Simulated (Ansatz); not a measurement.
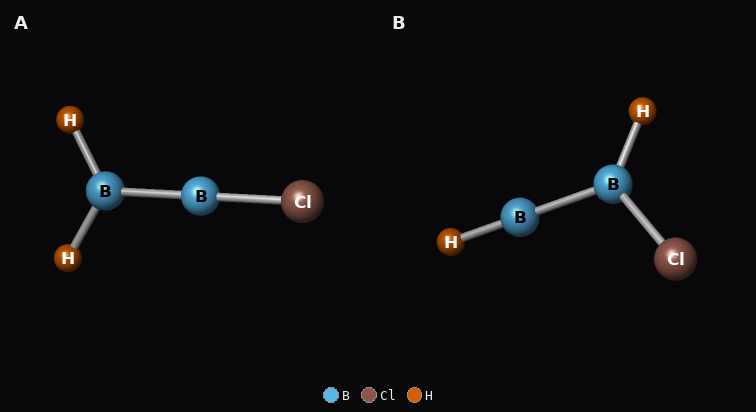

2 stationary structures of one formula. Charge 0, doublet. Geometries: PBE0-D4/def2-TZVP. Electronic energies: PBE-D4/def2-TZVPP (Ansatz 0.2.0), without zero-point energy. No frequency run is at hand to confirm each as a minimum.

Which is lowest in energy, and by how much?

A is lowest; B lies 10.2 kcal/mol above it (Cs).

Give E(B) − E(A) in kcal/mol at these levels too: PBE-D4/def2-TZVPP; PBE0-D4/def2-TZVPP; ωB97M-V/def2-TZVPP; UHF-CCSD(T) (frozen core)/def2-TZVPP; B3LYP-D4/def2-TZVPP; PBE0-D4/def2-TZVP; r2SCAN-D4/def2-TZVPP.

| level | E(B) − E(A) (kcal/mol) |
| --- | --- |
| PBE-D4/def2-TZVPP | +10.2 |
| PBE0-D4/def2-TZVPP | +8.8 |
| ωB97M-V/def2-TZVPP | +8.3 |
| UHF-CCSD(T) (frozen core)/def2-TZVPP | +7.8 |
| B3LYP-D4/def2-TZVPP | +8.3 |
| PBE0-D4/def2-TZVP | +8.8 |
| r2SCAN-D4/def2-TZVPP | +9.9 |
